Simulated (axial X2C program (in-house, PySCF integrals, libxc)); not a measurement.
# A two-component session on GaO⁻: properties at the nuclei

Wanted for GaO⁻: properties at the nuclei, at the two-component level.

Method: two-component X2C with atomic mean-field terms, Ga dyall-acv3z, O dyall-av3z; program: an in-house X2C program for linear molecules on PySCF integrals.

All values are calculated.

### 1 Set-up

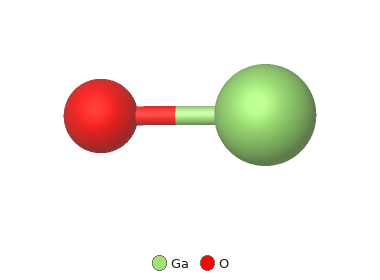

The two atoms at 1.740 Å (gallium green, oxygen red).

task.json

```json
{"zs": [31, 8], "q": -1, "bas": ["dyall-acv3z", "dyall-av3z"], "r0": 1.74, "levels": ["PBE0", "HF", "BP86", "B3LYP", "PBE50"], "nst": 3}
```

Keys: zs atomic numbers; q charge; bas basis sets; r0 starting distance in Å; levels methods (HF also brings MP2); nst determinants followed.

Command:

```console
python soeom.py task.json out
```

Nuclei are Gaussian, cores are contracted, and the Gaunt term is on.

### 2 Expectation values, lowest determinant

R = 1.706 Å. State: Ω = 0 (closed shell).

Output of the PBE0 run:

```text
two-component X2C + atomic mean field  PBE0
basis functions 178  fitting functions 986  grid points 5073
iter        total energy     max residual
   1      -2013.773268737     3.14e+00
   2      -2018.222353291     8.87e-02
   3      -2011.428468361     3.63e-01
   4      -2018.217807208     8.83e-02
   5      -2018.336132610     9.71e-03
   6      -2018.340069707     8.32e-03
   7      -2018.340969438     5.60e-03
   8      -2018.341248656     1.15e-03
   9      -2018.341261374     2.91e-04
  10      -2018.341262120     2.26e-05
  11      -2018.341262133     8.90e-06
  12      -2018.341262134     2.74e-06
converged
one-electron -2974.89160575  Coulomb 964.81024970  exact exchange -20.69035890  xc functional -63.84696024  nuclear repulsion 76.92611272  atomic mean-field constant -0.64869967
```

The highest occupied spinor is 36% O p, 31% Ga s, 26% Ga p.

| level | qzz Ga (a.u.) | qzz O (a.u.) |
| --- | --- | --- |
| PBE0 | -3.51 | -0.14 |
| HF | -4.15 | -0.13 |
| BP86 | -3.21 | -0.16 |
| B3LYP | -3.44 | -0.17 |
| PBE50 | -3.79 | -0.12 |

Eeff is the effective electric field on the electron dipole moment in this Ω state and Ws the scalar–pseudoscalar constant (defined with the proton number Z and per Ω); A∥ is the parallel hyperfine constant, which follows by multiplying with the nuclear g factor gI = μI/(I μN); qzz is the electric field gradient, eQq0 = 234.96 MHz × Q/barn × qzz. The operators were transformed with the bare-nucleus X2C matrices.

### 3 Expectation values, a higher determinant

R = 1.706 Å. State: Ω = 2 (excess of +ω over −ω: ω = 1/2, ω = 3/2), 2.40 eV above the lowest in the PBE0 search for states (made at or near this distance, with looser thresholds).

Output of the PBE0 run:

```text
two-component X2C + atomic mean field  PBE0
basis functions 178  fitting functions 986  grid points 5073
iter        total energy     max residual
   1      -2013.734091044     3.15e+00
   2      -2018.137667830     8.67e-02
   3      -2015.759722598     5.38e-01
   4      -2018.168065667     6.81e-02
   5      -2018.248462510     1.22e-02
   6      -2018.250577049     1.22e-02
   7      -2018.251887925     5.71e-03
   8      -2018.252214394     1.69e-03
   9      -2018.252263678     6.55e-04
  10      -2018.252274216     2.40e-04
  11      -2018.252275561     7.42e-05
  12      -2018.252275656     2.19e-05
  13      -2018.252275669     5.08e-06
  14      -2018.252275670     2.83e-06
converged
one-electron -2970.91631254  Coulomb 960.83168548  exact exchange -20.67300177  xc functional -63.77205990  nuclear repulsion 76.92611272  atomic mean-field constant -0.64869967
```

The highest occupied spinor is 81% Ga p, 9% Ga d, 8% O p.

| level | Eeff magnitude (GV/cm) | Ws magnitude Ga (kHz) | A∥/gI Ga (MHz) | qzz Ga (a.u.) | A∥/gI O (MHz) | qzz O (a.u.) |
| --- | --- | --- | --- | --- | --- | --- |
| PBE0 | 2.49 | 0.539 | 234 | -1.34 | 57.3 | 1.94 |
| HF | 1.77 | 0.393 | -181 | -1.82 | 76.2 | 2.69 |
| BP86 | 2.37 | 0.512 | 337 | -1.07 | 56.5 | 1.77 |
| B3LYP | 2.38 | 0.516 | 250 | -1.24 | 62.5 | 2.01 |
| PBE50 | 2.53 | 0.549 | 125 | -1.48 | 58.4 | 2.13 |

### 4 Results

| quantity | value |
| --- | --- |
| lowest determinant | Ω = 0 (closed shell) |
| qzz Ga (a.u.), PBE0 | -3.51 |
| qzz O (a.u.), PBE0 | -0.14 |
| higher determinant | Ω = 2 (excess of +ω over −ω: ω = 1/2, ω = 3/2) |
| Eeff magnitude (GV/cm), PBE0, higher determinant | 2.49 |
| Ws magnitude Ga (kHz), PBE0, higher determinant | 0.539 |
| A∥/gI Ga (MHz), PBE0, higher determinant | 234 |
| qzz Ga (a.u.), PBE0, higher determinant | -1.34 |

**Reading.** The expectation values come from single determinants, which for open shells can mix terms of unlike spin or miss the lowest Ω, so a determinant need not be a state. Eeff is the effective electric field on the electron dipole moment in this Ω state and Ws the scalar–pseudoscalar constant (defined with the proton number Z and per Ω); A∥ is the parallel hyperfine constant, which follows by multiplying with the nuclear g factor gI = μI/(I μN); qzz is the electric field gradient, eQq0 = 234.96 MHz × Q/barn × qzz. The operators were transformed with the bare-nucleus X2C matrices.
